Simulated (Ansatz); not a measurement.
# ClH2HfO2···FHO (doublet): what the fields show

Input

```
crystal:
  periodic: [false, false, false]
  atoms:
    - { symbol: Hf, position_ang: [-0.121609, -0.204238, -0.395462] }
    - { symbol: F, position_ang: [0.171307, 0.301712, 2.735447] }
    - { symbol: O, position_ang: [1.760818, -0.295362, -0.801307] }
    - { symbol: H, position_ang: [2.677665, -0.255437, -0.999502] }
    - { symbol: O, position_ang: [-1.13153, 1.363147, -0.884856] }
    - { symbol: H, position_ang: [-1.550848, 2.16936, -1.121064] }
    - { symbol: Cl, position_ang: [-1.197061, -2.011396, 0.860938] }
    - { symbol: O, position_ang: [-0.296966, -0.524774, 3.6474] }
    - { symbol: H, position_ang: [-0.700475, -1.205014, 3.110006] }
magnetization:
  spin_polarized: true
  initial_magnetization: 1
basis:
  gaussian: { orbitals: def2-SVP }
hamiltonian:
  xc: hf
relax:
  f_tol: 0.03
  max_steps: 50
output:
  orbitals: {}
```

Command:

```sh
ansatz run input.yaml --threads 4 --pin off --max-ram 5120MiB --backend cpu --events-out ev --progress --plain --runs-dir out
```

The fields are those of the run's last geometry, not of the input's.

Core potentials replace the inner electrons of Hf.

Method: UHF/def2-SVP (Ansatz 0.2.0).

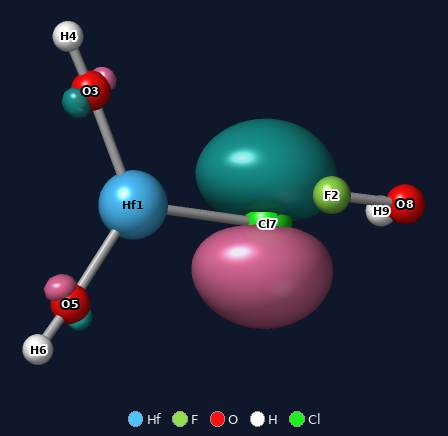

Figure 1. The HOMO−1 (α) at ±0.15 Å⁻³ᐟ² (teal and pink are the two phases), seen across its widest extent.

Question: Where does this orbital lie, and at what energy?

Answer: It lies mainly on Cl7 (about 90 %); largely a lone pair of Cl7. Its energy is −12.40 eV.

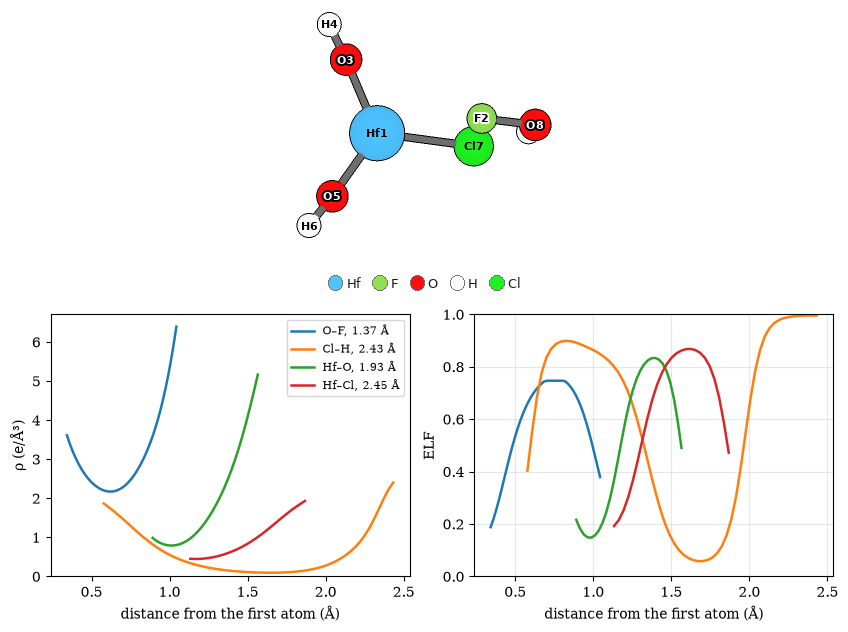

Figure 2. Electron density and ELF along straight lines between neighbouring atoms. The curves leave out the atomic cores. The structure is drawn too.

Question: What can be read from the curves?

Answer: O–F (1.37 Å): ρ is about 2.2 e/Å³ halfway; the ELF peaks at about 0.75 between the atoms.
Cl7···H9 (2.43 Å): the density falls to about 0.1 e/Å³ on the way; the ELF dips to about 0.05 between them (by its geometry a hydrogen bond between the two molecules, with no shared pair).
Hf–O (1.93 Å): ρ is about 0.82 e/Å³ halfway; the ELF peaks at about 0.85 in the valence shell of O, 0.5 Å from its nucleus, and drops to about 0.15 between the two atoms.
Hf–Cl (2.45 Å): ρ is about 0.46 e/Å³ halfway; the ELF peaks at about 0.85 in the valence shell of Cl, 0.8 Å from its nucleus, and is about 0.30 at the midpoint.

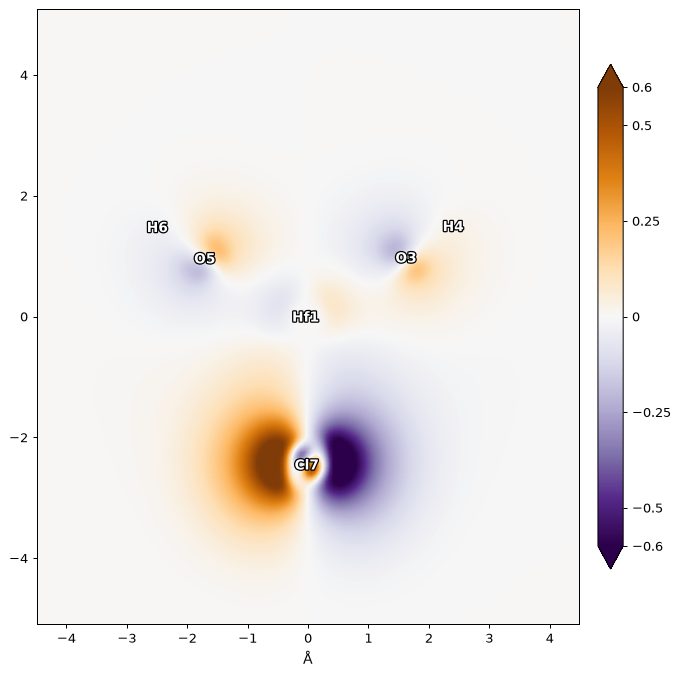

Figure 3. The HOMO (β) on the plane of atoms O5, Hf1 and Cl7 (values in Å⁻³ᐟ²; the overall sign is arbitrary).

Question: Where does this orbital lie, and at what energy?

Answer: Its weight (Hirshfeld) is mainly on Cl7 (about 90 %); largely a lone pair of Cl7. Its energy is −12.42 eV.
